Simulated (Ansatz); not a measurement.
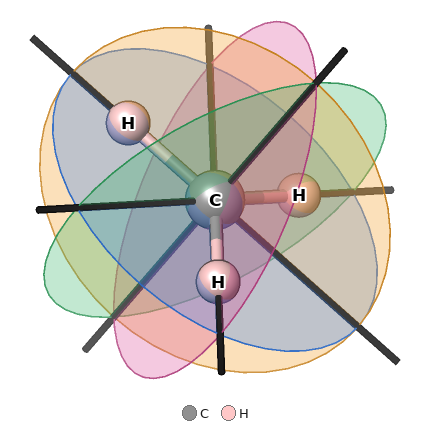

All proper rotation axes (lines) and mirror planes (discs) of the structure are drawn in. Distant atoms are faded towards the background colour. State: neutral, doublet. Computed geometry: PBE0-D4/def2-TZVP optimisation.

Name the symmetry elements and the point group.

It has 1 C3 axis, 3 C2 axes, 1 S3 axis and 4 mirror planes. Point group D3h. The group has 12 operations. The geometry is achiral, and symmetry forbids a dipole moment.
